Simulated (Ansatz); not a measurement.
Run report: GeH₂Cl₂OF, nudged elastic band (part 2 of 2)

GeH₂Cl₂OF, multiplicity 2; UKS PBE0/def2-SVP (Ansatz 0.2.0). The run did not end well. One setting was made poor on purpose. It belongs to a series of runs on one base structure; here: band between the two ends.

Geometry of the input (Å):
```
Ge 0.1141  -0.7265  0.0027
H  -0.4381  0.8524  2.2995
O  1.5762  0.0039  -0.6706
H  2.2034  -0.6439  -1.0170
F  -0.8184  0.7120  0.3857
Cl -1.0244  -1.7742  -1.5289
Cl 0.2048  0.1836  3.2043
```

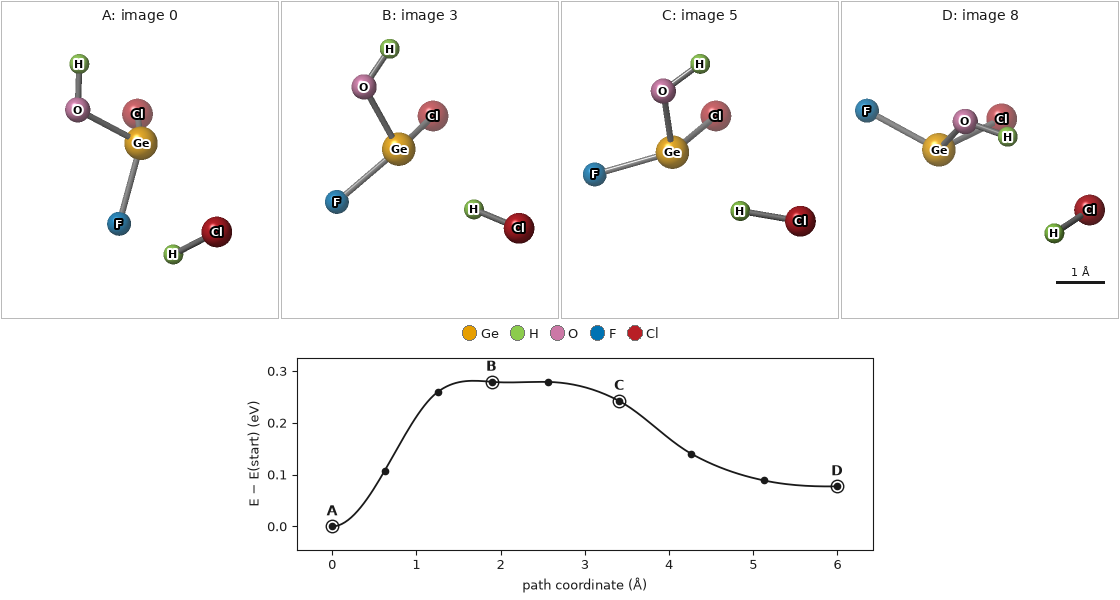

Fig. 1: Images of the last band (counted from 0; ball-and-stick, seen at an oblique angle) above the energy along the path; the line is a cubic interpolation that uses the forces. The highest image is number 3, 0.279 eV above the start and 0.202 eV above the end (the climbing image); the end lies 0.077 eV above the start. The path is 6.00 Å long. The band had not converged after 60 iterations.

```
Unfinished report: {"positions_ang":[[-0.0476930837277574,-0.1398583332735345,-0.0994278433931603],[-0.06825841304812201,0.022495940045326134,2.2952075923551165],[1.5520077631491362,0.13677189303693346,-0.7843690199333355],[2.104502976783414,-0.6561022842863385,-0.7891032965427328],[-0.9665159869714856,1.2349695291884495,-0.6081780239666339],[-0.9486903716516407,-1.9329566082456426,-0.9043772043156234],[0.19234710546645653,-0.05802013646519204,3.566046795796367]],"unchecked":["starts","cluster_reference","orbital_swaps","neighbouring_geometries","increment"],"mean_field":{"relativity":"none","state":{"energy":{"ev":-86322.93070115439,"hartree":-3172.3091914834617},"converged":true,"gradient_ev":0.00003107465597498139,"stability":{"kind":"minimum","curvature_ev":10.897399570675983},"curvature_floor_ev":0.00030000000000000003,"spin_squared":0.7531114395310681},"others":[],"fillings":{"estimated":0,"unestimated":0,"tried":0,"untried":0,"excluded_magnetic_sites":0},"n_dropped_functions":0,"n_trapped_functions":0,"passes":{"evaluations":2,"products":22},"factors":{"origin":"Cholesky decomposition","count":1065,"bound_ev":0.0003513290143683858},"gradient_stop_ev":0.00009,"reference_kind":"stationary","functional":{"name":"PBE0","citations":["Adamo & Barone, J. Chem. Phys. 110, 6158 (1999) doi:10.1063/1.478522","Perdew, Burke & Ernzerhof, Phys. Rev. Lett. 77, 3865 (1996) doi:10.1103/PhysRevLett.77.3865"],"text":"name \"PBE0\"\ncite \"Adamo & Barone, J. Chem. Phys. 110, 6158 (1999) doi:10.1063/1.478522\"\ncite \"Perdew, Burke & Ernzerhof, Phys. Rev. Lett. 77, 3865 (1996) doi:10.1103/PhysRevLett.77.3865\"\nparent pbe\nparameter a = 0.25\nparameter kappa = 0.804\nparameter beta = 0.06672455060314922\nexchange = (1 - a)*pbe_x(kappa = kappa, mu = beta*pi^2/3) + a*exact_x\ncorrelation = pbe_c(beta = beta)\n","parameters":{"a":{"value":0.25,"default":0.25},"beta":{"value":0.06672455060314922,"default":0.06672455060314922},"kappa":{"value":0.804,"default":0.804}},"final_grid":{"core_spheres":13.0,"valence_spheres":11.0,"degree":36.0},"final_grid_parameter_source":"default","radial_points_factor":1.0,"radial_grid_error_ev":3.235511906987185e-7,"grid_sensitivity":"normal","grid_sensitivity_ratio":0.001870803151768979},"unsmoothed_excess_ev":-0.00002385986599997774,"symmetry":{"irreps":["A"],"axes":[[0.9999682795181499,0.00221676520817769,-0.007650222841402937],[-0.0020537937103689394,0.9997721826621517,0.021245345522078504],[0.0076955759307903195,-0.02122895962992688,0.9997450221852193]],"occupied":[{"A":43},{"A":42}]},"held":{"pivots":1065,"left_out":0,"joined":0},"density_repulsion":{"missed_ev":0.000019091820950941132,"excess_ev":0.0,"most_excess_ev":0.0002295,"are_drawn_again":false,"n_first_factors":1065,"energy_change_ev":0.0,"n_dropped_ends":0}},"factors":{"origin":"Cholesky decomposition","count":1065,"bound_ev":0.0003513290143683858},"n_frozen":0,"n_occupied":[43,42],"n_virtual":[63,64],"reference":{"ev":-86322.93070115439,"hartree":-3172.3091914834617},"total":{"ev":-86322.93070115439,"hartree":-3172.3091914834617},"forces_ev_per_angstrom":[[-0.001620600559697939,0.006241964045780543,-0.02075276484957799],[-0.026858992998437033,-0.00424308465417454,0.05176260961298301],[-0.004101094390008572,-0.00018846485354116532,-0.026255389090089263],[0.015597713286619356,0.0035353618113865243,0.006916709177120941],[-0.0007294321126894433,0.0065426194633513455,-0.044091072712920384],[-0.008566075404889456,-0.003887559183753731,-0.009818347561033848],[0.02627848217281882,-0.008000836644435723,0.042238255392866984]],"charge_distribution":{"dipole_moment_e_ang":[0.3105891601791795,-0.35878798310800336,-0.10260985592690691],"mulliken_charges_e":[0.7913696797639922,0.1310199656129204,-0.3922414525261413,0.21192084166222847,-0.35832378240503715,-0.22028736740051968,-0.16345788470749412],"lowdin_charges_e":[-0.19891772795740081,-0.08854819644020795,0.0900956059888367,0.0011652825821789614,-0.009335518032777657,0.15451522915885008,0.051025324700518127]},"n_threads":4,"memory_gib":4.261363637633622,"seconds":{"hamiltonian":1.632188113,"orbitals":0.0,"second_order":0.0,"solver_start":0.0,"cycles":0.0,"cycle":0.0,"perturbative":0.0,"full_ci_increment":0.0,"forces":0.0}}
this run last wrote the band of iteration 60 to [file]
Error: NEB band did not converge after 60 iterations: max|band force component| = 4.94e-1 eV/Å (threshold 5.0e-2); raise `neb.max_iterations` in a new run, which can start from the last band evaluated (`neb.initial_path`, with `crystal.atoms` and `neb.final_atoms` set to its first and last images), add images, or start from endpoints closer to local minima. Where this run's directory can be resumed (`checkpoint.write`), a resume goes on for up to `neb.max_iterations` more; to start a new run from the last band, take its images' positions from the `neb_iteration` event of iteration 60 (`data.images[].positions_ang`), in the event stream of the run that computed that iteration (not this run's, if it was resumed behind it). With `checkpoint.write`, `steps/00-neb/state/checkpoint.json` in the run directory holds the last saved band, under `neb.evaluated.images[].positions_ang` (a band under a hybrid functional on support functions is neither saved nor resumed: `neb.initial_path` says where its path is): check the last entry of `neb.iterations` there, which is earlier than 60 if that iteration was not saved or its write failed. If the band's step has no `state` directory and holds `state.next`, a write was cut short, and the file is under `state.next` instead (behind a loss of power it can be under `state.prev`)
this run wrote the band of iteration 60 to [file] as well, whether or not its events were kept: a new run's `neb.initial_path` can list its `images[].positions_ang`
a run's events are kept only if it was started with --events-out <file>, and are in that file
```

The last band as extended XYZ (Å, eV, eV/Å)
```
7
Properties=species:S:1:pos:R:3:forces:R:3 image=0 energy=-86323.20999
Ge    0.1141   -0.7265    0.0027   -0.0069  -0.0088  -0.0027
H    -0.4381    0.8524    2.2995   -0.0010   0.0013  -0.0019
O     1.5762    0.0039   -0.6706    0.0101   0.0066  -0.0035
H     2.2034   -0.6439   -1.0170   -0.0064  -0.0009   0.0026
F    -0.8184    0.7120    0.3857    0.0000   0.0009  -0.0002
Cl   -1.0244   -1.7742   -1.5289    0.0028   0.0022   0.0036
Cl    0.2048    0.1836    3.2043    0.0014  -0.0012   0.0021
7
Properties=species:S:1:pos:R:3:forces:R:3 image=1 energy=-86323.10246
Ge    0.0922   -0.5286   -0.0447    0.0460  -0.0958   0.0120
H    -0.3890    0.6918    2.3771   -0.0911   0.1624   0.0501
O     1.5722    0.0495   -0.8210    0.0007  -0.0156  -0.0296
H     2.2252   -0.6544   -0.9258    0.0373   0.0121  -0.0401
F    -0.8332    0.9511    0.0651    0.0414  -0.0842   0.1751
Cl   -1.0254   -1.9143   -1.2911   -0.0284   0.0186  -0.0795
Cl    0.1757    0.0121    3.3161   -0.0059   0.0025  -0.0882
7
Properties=species:S:1:pos:R:3:forces:R:3 image=2 energy=-86322.95048
Ge    0.0142   -0.3360   -0.0923    0.0139  -0.0337  -0.0165
H    -0.2587    0.4056    2.3923   -0.0772   0.1044   0.0894
O     1.5658    0.0813   -0.8235    0.0005  -0.0120  -0.0374
H     2.1749   -0.6674   -0.8625    0.0268   0.0007  -0.0122
F    -0.9146    1.1158   -0.3112    0.0088  -0.0191   0.0165
Cl   -0.9772   -1.9570   -1.1345   -0.0104  -0.0091  -0.0535
Cl    0.2133   -0.0350    3.5075    0.0376  -0.0311   0.0137
7
Properties=species:S:1:pos:R:3:forces:R:3 image=3 energy=-86322.93068
Ge   -0.0477   -0.1399   -0.0994   -0.0016   0.0062  -0.0208
H    -0.0683    0.0225    2.2952   -0.0269  -0.0042   0.0518
O     1.5520    0.1368   -0.7844   -0.0041  -0.0002  -0.0263
H     2.1045   -0.6561   -0.7891    0.0156   0.0035   0.0069
F    -0.9665    1.2350   -0.6082   -0.0007   0.0065  -0.0441
Cl   -0.9487   -1.9330   -0.9044   -0.0086  -0.0039  -0.0098
Cl    0.1923   -0.0580    3.5660    0.0263  -0.0080   0.0422
7
Properties=species:S:1:pos:R:3:forces:R:3 image=4 energy=-86322.93092
Ge   -0.1233    0.0418   -0.1419    0.0114  -0.0182  -0.0178
H     0.0767   -0.0146    2.2661   -0.0585   0.0643   0.0744
O     1.5189    0.1809   -0.7675   -0.0029  -0.0127  -0.0354
H     2.0540   -0.6030   -0.5839    0.0220   0.0164  -0.0050
F    -0.9991    1.2826   -0.9714    0.0143  -0.0235   0.0048
Cl   -0.9809   -1.8847   -0.6186   -0.0198   0.0064  -0.0297
Cl    0.2714   -0.3957    3.4930    0.0335  -0.0326   0.0087
7
Properties=species:S:1:pos:R:3:forces:R:3 image=5 energy=-86322.96758
Ge   -0.3109   -0.0877   -0.2334   -0.0119  -0.0099  -0.0104
H     0.3407    0.4171    2.4172    0.0301   0.0774   0.0659
O     1.4215    0.1627   -0.4897   -0.0098  -0.0042   0.0015
H     1.9538   -0.6130   -0.2675   -0.0074  -0.0001   0.0187
F    -1.0379    1.1450   -1.2129   -0.0002  -0.0099  -0.0211
Cl   -0.9279   -2.0321   -0.9619   -0.0048  -0.0085  -0.0269
Cl    0.3785   -0.3848    3.4239    0.0040  -0.0448  -0.0277
7
Properties=species:S:1:pos:R:3:forces:R:3 image=6 energy=-86323.06927
Ge   -0.4720   -0.0813   -0.3558   -0.0247  -0.0104   0.0024
H     0.6242    0.6021    2.5137    0.0832   0.0322   0.0100
O     1.2678    0.2263   -0.1968   -0.0283   0.0031   0.0497
H     1.7488   -0.5362    0.1526   -0.0326  -0.0046   0.0425
F    -0.9392    0.9928   -1.6376    0.0004  -0.0052  -0.0065
Cl   -0.8255   -2.1255   -0.9922    0.0189  -0.0096  -0.0301
Cl    0.4135   -0.4709    3.1919   -0.0169  -0.0055  -0.0680
7
Properties=species:S:1:pos:R:3:forces:R:3 image=7 energy=-86323.12120
Ge   -0.5173   -0.0889   -0.5639   -0.0009  -0.0057  -0.0012
H     0.6398    0.7352    2.8870    0.0091   0.0078   0.0110
O     1.1775    0.2305   -0.1688   -0.0011  -0.0093   0.0023
H     1.4709   -0.3294    0.5650   -0.0175   0.0140   0.0308
F    -0.7424    0.8013   -2.0366    0.0047  -0.0018  -0.0003
Cl   -0.8209   -2.1946   -1.0101   -0.0051  -0.0037  -0.0105
Cl    0.6102   -0.5468    3.0032    0.0108  -0.0013  -0.0320
7
Properties=species:S:1:pos:R:3:forces:R:3 image=8 energy=-86323.13262
Ge   -0.5815   -0.1122   -0.8183    0.0163   0.0096  -0.0022
H     0.8229    0.7450    3.2852   -0.0014  -0.0282  -0.0057
O     0.9918    0.2958   -0.1278   -0.0212  -0.0074  -0.0075
H     1.1147   -0.1120    0.7448    0.0053   0.0023   0.0023
F    -0.4967    0.5774   -2.4086   -0.0003  -0.0051   0.0082
Cl   -0.8018   -2.2641   -1.0576   -0.0002   0.0009  -0.0018
Cl    0.7683   -0.5226    3.0581    0.0015   0.0279   0.0066
```

Outcome

| quantity | value |
| --- | --- |
| outcome | not converged |
| barrier, forward (band not converged) | 0.279 eV |
| barrier, backward | 0.202 eV |
| wall time | 13 min (CPU time 50 min) |
| peak memory | 0.44 GiB |

The run did not converge: “NEB band did not converge after 60 iterations: max|band force component| = 4.94e-1 eV/Å (threshold 5.0e-2); raise `neb.max_iterations` in a new run, which can start from the last band evaluated (`neb.initial_path`, with `crystal.atoms` and `neb.final_atoms` set to its first and last images), add images, or start from endpoints closer to local minima …” Its last values are not results. A deliberately poor setting: step length.
